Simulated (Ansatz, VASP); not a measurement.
## Cross-check of BaTiO3 between VASP and Ansatz

Aim: how closely do two programs agree when they are given the same cell, functional and k mesh? The cell is taken from a series of VASP runs on this material, whose earlier steps may have relaxed, scaled or displaced it; both programs get it as it stands. Valence electrons are named where the data sets of a main pair hold unlike numbers.

Calculated with Ansatz 0.2.0; plane waves, with VASP 6.6.1 beside it; band structure at PBE, single point at PBE and band structure at PBE, spin-orbit coupling.

## (1) The starting structure

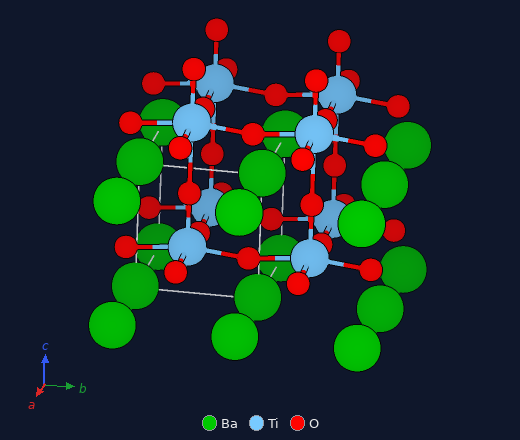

The starting structure, seen slightly off an axis (barium green, titanium blue, oxygen red). 2×2×2 cells are drawn. Some periodic images of atoms are drawn too.

## (2) Ansatz: band structure, PBE

Ansatz runs on its default PAW (the set named soft_2) files.

The same path points are solved in both programs, so levels can be compared one by one.

The input, input.yaml:

```yaml
crystal:
  lattice:
    - [3.9987178624, 0.0, 0.0]
    - [0.0, 3.9987178624, 0.0]
    - [0.0, 0.0, 4.2173231794]
  atoms:
    - { symbol: Ba, position: [0.0, 0.0, 0.0129689622] }
    - { symbol: Ti, position: [0.5, 0.5, 0.5319687985] }
    - { symbol: O, position: [0.5, 0.5, 0.9627634873] }
    - { symbol: O, position: [0.5, 0.0, 0.484649376] }
    - { symbol: O, position: [0.0, 0.5, 0.484649376] }
hamiltonian:
  xc: pbe
  pseudopotentials: { kind: paw }
kpoints:
  mp_grid: { grid: [7, 7, 6] }
  band_path:
    path:
      - [0.0, 0.0, 0.0]
      - [0.0, 0.13333, 0.0]
      - [0.0, 0.3, 0.0]
      - [0.0, 0.46667, 0.0]
      - [0.1, 0.5, 0.0]
      - [0.26667, 0.5, 0.0]
      - [0.43333, 0.5, 0.0]
      - [0.43333, 0.43333, 0.0]
      - [0.26667, 0.26667, 0.0]
      - [0.1, 0.1, 0.0]
      - [0.0, 0.0, 0.03333]
      - [0.0, 0.0, 0.2]
      - [0.0, 0.0, 0.36667]
      - [0.0, 0.0, 0.5]
      - [0.0, 0.16667, 0.5]
      - [0.0, 0.3, 0.5]
      - [0.0, 0.46667, 0.5]
      - [0.1, 0.5, 0.5]
      - [0.26667, 0.5, 0.5]
      - [0.43333, 0.5, 0.5]
      - [0.5, 0.5, 0.5]
      - [0.43333, 0.43333, 0.5]
      - [0.26667, 0.26667, 0.5]
      - [0.1, 0.1, 0.5]
      - [0.0, 0.5, 0.03333]
      - [0.0, 0.5, 0.2]
      - [0.0, 0.5, 0.36667]
      - [0.5, 0.5, 0.0]
      - [0.5, 0.5, 0.16667]
      - [0.5, 0.5, 0.33333]
      - [0.5, 0.5, 0.5]
    npoints: 1
scf:
  occupations: { method: gaussian, width: 0.05 }
  n_extra_bands: 8
output:
  forces: true
  stress: true
  eigenvalues: true
```

Command:

```bash
> ansatz run input.yaml --threads 2 --pin off --max-ram 4608MiB --backend cpu --events-out ev --progress --plain --runs-dir out
```

Numbers of over 12 decimals in the logs are rounded to 6 here.

The program printed:

```text
scf.n_extra_bands = 8 over 20 filled bands (N_el = 40.0): the run solves 28 bands
Engine: ansatz 0.2.0, aarch64-unknown-linux-gnu
Pseudopotentials: kind: paw
Pseudopotential: Ba, paw, valence charge 10, recommended cutoff 420 eV (normal), Ba.paw.azcp
Pseudopotential: Ti, paw, valence charge 12, recommended cutoff 420 eV (normal), Ti.paw.azcp
Pseudopotential: O, paw, valence charge 6, recommended cutoff 420 eV (normal), O.paw.azcp
Functional definition: PBE
  parameter kappa = 0.804
  parameter beta = 0.066725
  exchange = pbe_x(kappa = kappa, mu = beta*pi^2/3)
  correlation = pbe_c(beta = beta)
Crystal: 5 atoms, lattice volume = 67.434 Å³
Basis set: ecut = 420 eV, 1319 PW (Γ), exchange–correlation on 54×54×60 points (8 copies of the dense FFT grid, shifted against one another)
Bands: 28, of which v1, the nominal top of the filled ones, is band 20 counted from 1 (19 counted from 0)
Symmetry: 8 space group operations
Space group: P4mm (ITA 99), of the structure as read, at distance tolerance 4.1e-5 Å
k-points: 40 of 294 (time reversal used)
Non-local potential: Ba, projectors of the file, l = 0: 3, l = 1: 2, l = 2: 2, l = 3: 2
Non-local potential: Ti, projectors of the file, l = 0: 3, l = 1: 2, l = 2: 3, l = 3: 1
Non-local potential: O, projectors of the file, l = 0: 2, l = 1: 2, l = 2: 1
PAW form: soft (Blöchl's): semilocal exchange-correlation on the pseudo side does not see the compensation charge
PAW one-centre angular grid: Ba, 194 points (default); XC on 64 Gauss nodes
PAW one-centre angular grid: Ti, 590 points (default); XC on 64 Gauss nodes
PAW one-centre angular grid: O, 110 points (default); XC on 64 Gauss nodes
Initial density: superposition of atomic densities (neutral atoms: chi_scale 0, normalization atom), corrected by the library's trained network
Initial wavefunctions: pseudopotential atomic-orbital guess
Functional: x = pbe(κ = 0.804, μ = 0.219515), c = pbe(β = 0.066725)
SCF iter   1: F=—  HF=-10159.615225 eV  |F-HF|=—  |Δ(HF+E_count)|=         —  Δρ=1.51e-3  dr2=1.08e-3  ethr=1.77e-3  ⟨swp⟩=7.1  Hψ=5875  notcnv=0  defer=9
preconditioner: auto → Resta (q_TF=auto, 2.501 Å⁻¹)  ε∞=4.8  [insulator: Δε(μ)=1.892 eV  Ē_g=13.141 eV  σ=0.050 eV  W_gap=1.00  n_scr=18 (ndim 8)  ℏωp=25.6 eV  f_vac=0.000  D(μ)=0.00/eV (n_scr^D=0)  ε∞_Penn≈4.8]
SCF iter   2: F=—  HF=-10159.615668 eV  |F-HF|=—  |Δ(HF+E_count)|=   4.42e-4  Δρ=7.49e-4  dr2=2.89e-4  ethr=2.70e-6  ⟨swp⟩=2.0  Hψ=2193  notcnv=0  defer=27
SCF iter   3: F=—  HF=-10159.615858 eV  |F-HF|=—  |Δ(HF+E_count)|=   1.90e-4  Δρ=2.27e-4  dr2=2.97e-5  ethr=7.23e-7  ⟨swp⟩=2.0  Hψ=1357  notcnv=0  defer=27
SCF iter   4: F=—  HF=-10159.615530 eV  |F-HF|=—  |Δ(HF+E_count)|=   3.28e-4  Δρ=7.41e-5  dr2=4.86e-6  ethr=7.42e-8  ⟨swp⟩=2.1  Hψ=1793  notcnv=0  defer=27
SCF iter   5: F=—  HF=-10159.615529 eV  |F-HF|=—  |Δ(HF+E_count)|=   4.09e-7  Δρ=1.85e-5  dr2=1.86e-7  ethr=1.21e-8  ⟨swp⟩=2.8  Hψ=1770  notcnv=0  defer=27
SCF iter   6: F=-10159.615529 eV  HF=-10159.615529 eV  |F-HF|=4.24e-10  |Δ(HF+E_count)|=   1.06e-7  Δρ=4.18e-6  dr2=1.76e-8  ethr=2.50e-10  ⟨swp⟩=9.6  Hψ=5509  notcnv=0
SCF 1 converged in 6 iterations: F = -10159.615529 eV  dr2 = 1.76e-8
  greatest PAW one-centre occupation: 0.999 electrons in one spin orbital (limit 2), on the Ti atom at site 1 (counted from 0), in its partial waves of l = 0
NSCF: frozen V_eff on 31 k-points
SCF converged after 6 iterations
Free energy (F): -10159.615529 eV
Harris-Foulkes:  -10159.615529 eV  (|F-HF|=4.24e-10)
Internal energy: -10159.615529 eV  (E = F + TS)
E sigma→0 (E₀):  -10159.615529 eV
Fermi energy:    10.700352 eV
--- Per-component energies (eV) ---
  E_band       = -167.399225
  E_kinetic    = 967.512108
  E_local      = -2191.575446  (includes V_loc(G=0)·N_el)
  E_nonlocal   = 203.677040
  E_hartree    = 853.440005
  E_xc         = -490.580082
  E_vxc        = -544.889373  (∫ρ·V_xc dr)
  E_paw        = -6744.482341  (= ΣΔE_a)
  E_vpaw       = -309.014092  (= ΣTr[D̂ρ^β])
  E_aug_tail   = 0.007376  (compensation charges beyond the density's cutoff)
  E_ewald      = -2757.614189
  E_smearing   = -0.000000  (= −TS)
  E_closure    = -0.000000  (closes the sum)
  Σ components = -10159.615529   (vs F -10159.615529, Δ=0.00e0)
--- Forces (eV/Å), atoms counted from 1 ---
  atom   1  Ba    -0.00000000     0.00000000     0.04534606
  atom   2  Ti     0.00000000     0.00000000     0.08820681
  atom   3  O      0.00000000     0.00000000    -0.08937733
  atom   4  O     -0.00000000     0.00000000    -0.02208662
  atom   5  O      0.00000000     0.00000000    -0.02208662
  max |Σ_I F_I| component: 2.30e-6 eV/Å
--- Stress (GPa, compression-positive) ---
       -1.540938       0.000000      -0.000000
        0.000000      -1.540938       0.000000
       -0.000000       0.000000      -1.481306
  P = ⅓ Tr σ = -1.5211 GPa (-15.211 kbar)
--- Band table (eV; the first three rows and the last of 40) ---
  k-point 0: bands = [... 16 lower, 8.5113, 8.9278, 9.2899, 9.2899, 11.6568, 12.2743, 12.2743, 13.8252, ... 4 higher]
  k-point 1: bands = [... 16 lower, 8.3439, 8.5914, 9.2518, 9.2518, 11.6798, 12.5263, 12.5263, 13.8249, ... 4 higher]
  k-point 2: bands = [... 16 lower, 8.0487, 8.0509, 9.1691, 9.1691, 11.7269, 13.0119, 13.0119, 13.8255, ... 4 higher]
  k-point 39: bands = [... 16 lower, 7.2486, 9.3049, 9.3500, 9.7336, 13.7159, 13.7191, 13.8070, 15.8629, ... 4 higher]
```

Wall time 11 s (2 threads of Arm Neoverse N1, shared host); peak memory 0.34 GiB.

The column dr2 measures how far the density is from self-consistency, as an energy; F and HF (Harris–Foulkes) agree once it is small.

## (3) VASP: band structure, PBE

The same cell, functional, mesh and smearing now go to VASP, with its own data sets.

Lines of VASP's logs that name or quote its potential files are left out, and so is its time.

The input, INCAR:

```
SYSTEM = BaTiO3
PREC = Accurate
ENCUT = 520
EDIFF = 1E-06
NELM = 100
ISMEAR = 0
SIGMA = 0.05
LREAL = .FALSE.
ALGO = Normal
GGA = PE
NBANDS = 35
LASPH = .TRUE.
LORBIT = 11
LWAVE = .FALSE.
LCHARG = .FALSE.
KPAR = 4
```

The input, POSCAR:

```
BaTiO3
1.0
    3.9987178624      0.0000000000      0.0000000000
    0.0000000000      3.9987178624      0.0000000000
    0.0000000000      0.0000000000      4.2173231794
Ba Ti O
1 1 3
Direct
    0.0000000000      0.0000000000      0.0129689622
    0.5000000000      0.5000000000      0.5319687985
    0.5000000000      0.5000000000      0.9627634873
    0.5000000000      0.0000000000      0.4846493760
    0.0000000000      0.5000000000      0.4846493760
```

The input, KPOINTS:

```
Automatic mesh
0
Gamma
7 7 6
0 0 0
```

The input, KPOINTS_OPT:

```
Line mode
16
Line-mode
Reciprocal
  0.00000000   0.00000000   0.00000000 GAMMA
  0.00000000   0.50000000   0.00000000 X

  0.00000000   0.50000000   0.00000000 X
  0.50000000   0.50000000   0.00000000 M

  0.50000000   0.50000000   0.00000000 M
  0.00000000   0.00000000   0.00000000 GAMMA

  0.00000000   0.00000000   0.00000000 GAMMA
  0.00000000   0.00000000   0.50000000 Z

  0.00000000   0.00000000   0.50000000 Z
  0.00000000   0.50000000   0.50000000 R

  0.00000000   0.50000000   0.50000000 R
  0.50000000   0.50000000   0.50000000 A

  0.50000000   0.50000000   0.50000000 A
  0.00000000   0.00000000   0.50000000 Z

  0.00000000   0.50000000   0.00000000 X
  0.00000000   0.50000000   0.50000000 R

  0.50000000   0.50000000   0.00000000 M
  0.50000000   0.50000000   0.50000000 A
```

Potentials, in the order of the species: Ba_sv, Ti_sv and O (PBE family, release 64).

Command:

```bash
> mpirun -np 4 vasp_std
```

The program printed:

```text
[banner, memory and clock lines left out]
running    4 mpi-ranks, on    1 nodes
 distrk:  each k-point on    1 cores,    4 groups
 distr:  one band on    1 cores,    1 groups

 POSCAR found type information on POSCAR BaTiO
 POSCAR found :  3 types and       5 ions
 LDA part: xc-table for (Slater+PW92), standard interpolation
 POSCAR, INCAR and KPOINTS ok, starting setup
 FFT: planning ... GRIDC
 FFT: planning ... GRID_SOFT
 FFT: planning ... GRID
 WAVECAR not read
 entering main loop
       N       E                     dE             d eps       ncg     rms          rms(c)
DAV:   1     0.401007803195E+03    0.40101E+03   -0.19785E+04  2800   0.123E+03
DAV:   2    -0.797871000334E+01   -0.40899E+03   -0.37964E+03  3120   0.348E+02
DAV:   3    -0.486571368952E+02   -0.40678E+02   -0.40011E+02  3888   0.111E+02
DAV:   4    -0.507101671993E+02   -0.20530E+01   -0.20433E+01  4084   0.199E+01
DAV:   5    -0.507572039211E+02   -0.47037E-01   -0.47012E-01  3650   0.263E+00    0.231E+01
DAV:   6    -0.407397749877E+02    0.10017E+02   -0.31099E+01  3601   0.536E+01    0.106E+01
DAV:   7    -0.402529453731E+02    0.48683E+00   -0.76877E+00  3261   0.208E+01    0.721E+00
DAV:   8    -0.400534751886E+02    0.19947E+00   -0.49356E-01  3542   0.574E+00    0.389E+00
DAV:   9    -0.401342965316E+02   -0.80821E-01   -0.56747E-01  4066   0.601E+00    0.265E+00
DAV:  10    -0.400638793515E+02    0.70417E-01   -0.13075E-01  3393   0.295E+00    0.125E+00
DAV:  11    -0.400472360953E+02    0.16643E-01   -0.91987E-02  3764   0.262E+00    0.423E-01
DAV:  12    -0.400448930651E+02    0.23430E-02   -0.60848E-03  3196   0.672E-01    0.175E-01
DAV:  13    -0.400449094633E+02   -0.16398E-04   -0.46258E-04  3636   0.128E-01    0.137E-01
DAV:  14    -0.400446245041E+02    0.28496E-03   -0.53394E-04  3895   0.179E-01    0.516E-02
DAV:  15    -0.400446052932E+02    0.19211E-04   -0.50041E-05  3606   0.489E-02    0.221E-02
DAV:  16    -0.400446002842E+02    0.50090E-05   -0.29493E-05  3504   0.483E-02    0.824E-03
DAV:  17    -0.400445995634E+02    0.72080E-06   -0.27327E-06  3210   0.135E-02
   1 F= -.40044600E+02 E0= -.40044600E+02  d E =-.456980E-32
 Start KPOINTS_OPT (optional k-point list driver)
k-point batch [1-40\144]
       N       E                     dE             ncg
DAV:   1     0.484426731780E+03   -0.35279E+05     2800
DAV:   2    -0.149741084340E+05   -0.15459E+05     3035
DAV:   3    -0.165381034959E+05   -0.15640E+04     3950
DAV:   4    -0.166179976972E+05   -0.79894E+02     4054
DAV:   5    -0.166197101010E+05   -0.17124E+01     3520
DAV:   6    -0.166197406717E+05   -0.30571E-01     3563
DAV:   7    -0.166197416041E+05   -0.93236E-03     3549
DAV:   8    -0.166197416415E+05   -0.37483E-04     2804
DAV:   9    -0.166197416434E+05   -0.18863E-05     2632
DAV:  10    -0.166197416435E+05   -0.10669E-06     2152
[...]
k-point batch [121-144\144]
       N       E                     dE             ncg
DAV:   1     0.167664482567E+05   -0.32538E+05     1680
DAV:   2     0.732251603235E+04   -0.94439E+04     1790
DAV:   3     0.630422459071E+04   -0.10183E+04     2536
DAV:   4     0.625754769879E+04   -0.46677E+02     2257
DAV:   5     0.625639069229E+04   -0.11570E+01     2253
DAV:   6     0.625637089159E+04   -0.19801E-01     2168
DAV:   7     0.625637032986E+04   -0.56174E-03     2303
DAV:   8     0.625637032011E+04   -0.97492E-05     1600
DAV:   9     0.625637031971E+04   -0.39709E-06     1548
```

From OUTCAR (step 3):

```text
ion  position               nearest neighbor table
   1  0.000  0.000  0.013-   4 2.82   5 2.82   5 2.82   4 2.82   3 2.84   3 2.84   3 2.84   3 2.84
                             4 2.99   5 2.99   4 2.99   5 2.99   2 3.48   2 3.48   2 3.48   2 3.48
   2  0.500  0.500  0.532-   3 1.82   4 2.01   5 2.01   4 2.01   5 2.01   3 2.40   1 3.48   1 3.48
                             1 3.48   1 3.48   1 3.58   1 3.58   1 3.58   1 3.58
   3  0.500  0.500  0.963-   2 1.82   2 2.40   1 2.84   1 2.84   1 2.84   1 2.84
   4  0.500  0.000  0.485-   2 2.01   2 2.01   1 2.82   1 2.82   1 2.99   1 2.99
   5  0.000  0.500  0.485-   2 2.01   2 2.01   1 2.82   1 2.82   1 2.99   1 2.99

  LATTYP: Found a simple tetragonal cell.
 ALAT       =     3.9987178624
 C/A-ratio  =     1.0546688525

 Subroutine GETGRP returns: Found  8 space group operations
 (whereof  8 operations were pure point group operations)

The static configuration has the point symmetry C_4v.

 Found     40 irreducible k-points:

   k-points           NKPTS =     40   k-points in BZ     NKDIM =     40   number of bands    NBANDS=     35

   dimension x,y,z NGX =    30 NGY =   30 NGZ =   32
   dimension x,y,z NGXF=    60 NGYF=   60 NGZF=   64

   ENCUT  =  520.0 eV  38.22 Ry    6.18 a.u.   7.43  7.43  7.84*2*pi/ulx,y,z

   NELECT =      40.0000    total number of electrons

 k-points in reciprocal lattice and weights: Automatic mesh
   0.00000000  0.00000000  0.00000000       0.003
   0.14285714  0.00000000  0.00000000       0.014
   0.28571429  0.00000000  0.00000000       0.014
   0.42857143  0.00000000  0.00000000       0.014
   0.14285714  0.14285714  0.00000000       0.014
   0.28571429  0.14285714  0.00000000       0.027
   0.42857143  0.14285714  0.00000000       0.027
   0.28571429  0.28571429  0.00000000       0.014
   0.42857143  0.28571429  0.00000000       0.027
[...]
0.42857143  0.28571429  0.50000000       0.027
   0.42857143  0.42857143  0.50000000       0.014

 average (electrostatic) potential at core
       1 -33.4893       2 -77.1747       3 -70.2948       4 -69.9489       5 -69.9489

 E-fermi :   3.9799

 k-point     1 :       0.0000    0.0000    0.0000
  band No.  band energies     occupation
    ...
     16       1.9442      2.00000
     17       2.3644      2.00000
     18       2.7305      2.00000
     19       3.1069      2.00000
     20       3.1069      2.00000
     21       5.4394      0.00000
     22       6.0688      0.00000
     23       6.0688      0.00000
     24       7.6058      0.00000
     25       7.8138      0.00000
    ...

 k-point     2 :       0.1429    0.0000    0.0000
  band No.  band energies     occupation
    ...
     16       1.8229      2.00000
     17       2.2959      2.00000
     18       2.5581      2.00000
     19       2.8639      2.00000
     20       2.9534      2.00000
     21       5.7993      0.00000
     22       6.0790      0.00000
     23       6.0925      0.00000
     24       7.7583      0.00000
     25       8.1495      0.00000
    ...

 k-point     3 :       0.2857    0.0000    0.0000
  band No.  band energies     occupation
    ...
     16       1.6765      2.00000
     17       2.0122      2.00000
     18       2.2054      2.00000
     19       2.4515      2.00000
     20       2.5930      2.00000
     21       6.0909      0.00000
     22       6.5172      0.00000
     23       6.5286      0.00000
     24       7.7498      0.00000
     25       8.7741      0.00000
    ...

  Total       -0.0164878     -0.0164878      0.0276422      0.0000000     -0.0000000      0.0000000
  in kB       -0.3917383     -0.3917383      0.6567571      0.0000000     -0.0000000      0.0000000
  external PRESSURE =      -0.0422398 kB  Pullay stress =       0.0000000 kB

  energy-cutoff  :      520.00
  volume of cell :       67.43
      direct lattice vectors                 reciprocal lattice vectors
     3.998717862  0.000000000  0.000000000     0.250080159  0.000000000  0.000000000
     0.000000000  3.998717862  0.000000000     0.000000000  0.250080159  0.000000000
     0.000000000  0.000000000  4.217323179     0.000000000  0.000000000  0.237117232

 POSITION                                       TOTAL-FORCE (eV/Angst)
 -----------------------------------------------------------------------------------
      0.00000      0.00000      0.05469         0.000000      0.000000      0.005013
      1.99936      1.99936      2.24348        -0.000000      0.000000      0.004554
      1.99936      1.99936      4.06028        -0.000000     -0.000000     -0.007984
      1.99936      0.00000      2.04392        -0.000000      0.000000     -0.000792
      0.00000      1.99936      2.04392        -0.000000      0.000000     -0.000792
 -----------------------------------------------------------------------------------
    total drift:                                0.000000      0.000000      0.000175

  FREE ENERGIE OF THE ION-ELECTRON SYSTEM (eV)
  ---------------------------------------------------
  free  energy   TOTEN  =       -40.0445995634 eV

  energy  without entropy=      -40.0445995634  energy(sigma->0) =      -40.04459956

 total charge
# of ion       s       p       d       tot
------------------------------------------
    1        2.005   5.645   0.300   7.950
    2        2.216   6.256   1.763  10.234
    3        1.570   3.452   0.000   5.022
    4        1.562   3.456   0.000   5.018
    5        1.562   3.456   0.000   5.018
--------------------------------------------------
tot          8.915  22.263   2.063  33.242

[... 3 further parts left out ...]
```

This run has no spin polarisation, so a moment on Ti, if there is one, isn't seen. Harder data sets than Ba_sv exist (the GW ones), and pressures, volumes and forces can shift noticeably with them.

(Part 1 of 3 ends here.)

[Lines on the potential files, build, host, timing and source positions are cut from VASP's logs without a mark.]

[Logs are printed without paths, hosts, clocks, repeated set-up lines and the standing remarks that a program may print on its own settings, such as how far it seeks lower states.]

[Hosts, paths, dates, database ids (printed as entryN), source tags and the programs' standing remarks are cut or masked in the printed files.]
